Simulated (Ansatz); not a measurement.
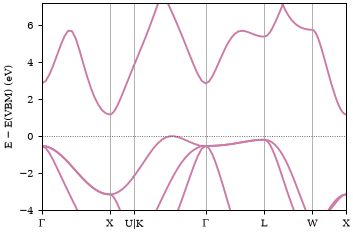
Figure. Band structure from r²SCAN (plane waves, PAW; program Ansatz)

Read off the gap and where the band edges lie.

About 1.2 eV (1.17 eV by a search for the band edges); maximum on the K–Γ line, 53 % of the way from K, minimum at X.

The material is GaN (rock salt, Fm-3m).

This is a known high-pressure phase of the composition, computed here at zero pressure and temperature. The cell was relaxed with r²SCAN under the symmetry of its start; phonons on a q-mesh show no instability. Scalar-relativistic: spin–orbit coupling is off unless named, which matters more the heavier the elements.

Potentials: the earlier of the program's two PAW sets.
